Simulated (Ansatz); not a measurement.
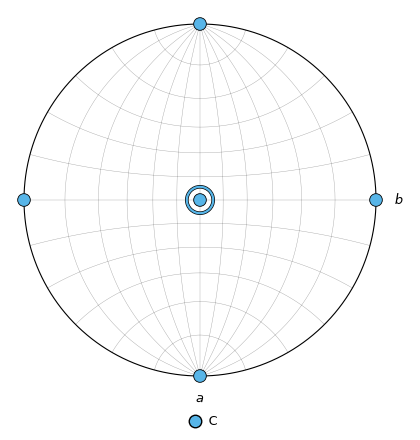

Crystal: Lu4C3, coordinates from a relaxation with DFT PBE, scalar-relativistic, plane waves, PAW (Ansatz); the starting structure was generated, so it need not be a known form of this composition. Directions from one lutetium atom at (1/2, 1/2, 1/2) to its bonded neighbours, in stereographic projection down c (filled: above the plane of the page or in it, open: below). Symmetry computed with spglib at a tolerance of 0.002 Å; standard conventional cell.

Neighbours are counted up to 3.13 Å for C.

```
Lu C
1.0
     4.88827    0.00000    0.00000
     0.00000    4.88827    0.00000
     0.00000    0.00000    4.88827
Lu C
4 3
Direct
  0.50000 0.50000 0.50000
  0.50000 0.00000 0.00000
  0.00000 0.50000 0.00000
  0.00000 0.00000 0.50000
  0.50000 0.50000 0.00000
  0.00000 0.50000 0.50000
  0.50000 0.00000 0.50000
```

How many neighbours are there, and at what angles?

6: 6 C at 2.44 Å. Angles between bonds: 90° (12×), 180° (3×).

What is the site's symmetry in the crystal?

Point group m-3m (Oh), order 48: three fourfold axes, four threefold axes, six twofold axes, nine mirror planes, an inversion centre. In Pm-3m (No. 221) this is Wyckoff position 1b.
